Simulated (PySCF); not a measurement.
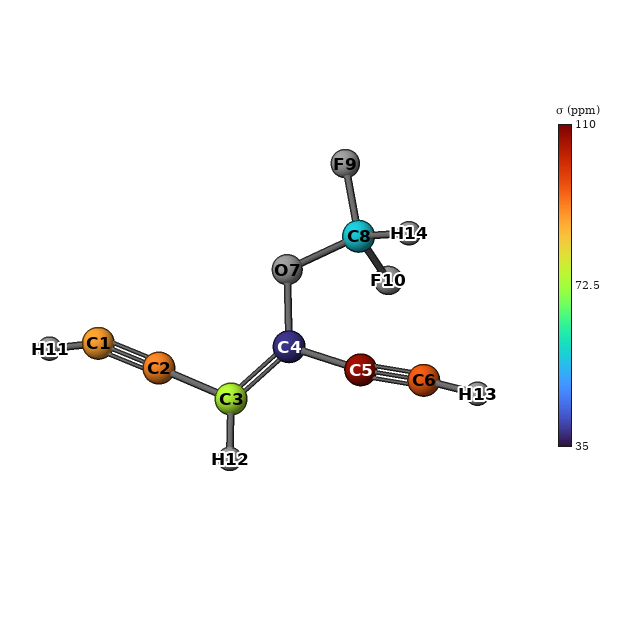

Atoms are coloured by their isotropic NMR shieldings (C only, the others grey). Geometry: a frame of a GFN2-xTB molecular-dynamics simulation, not a minimum. Properties computed with GIAO PBE0/pcSseg-1 NMR shielding, non-relativistic, gas phase (PySCF 2.14.0).

Give the isotropic NMR shieldings of the C atoms atom by atom.

```
atom  σ (ppm)
  C1     87.7
  C2     90.6
  C3     74.4
  C4     38.5
  C5    106.6
  C6     94.6
  C8     55.8
```
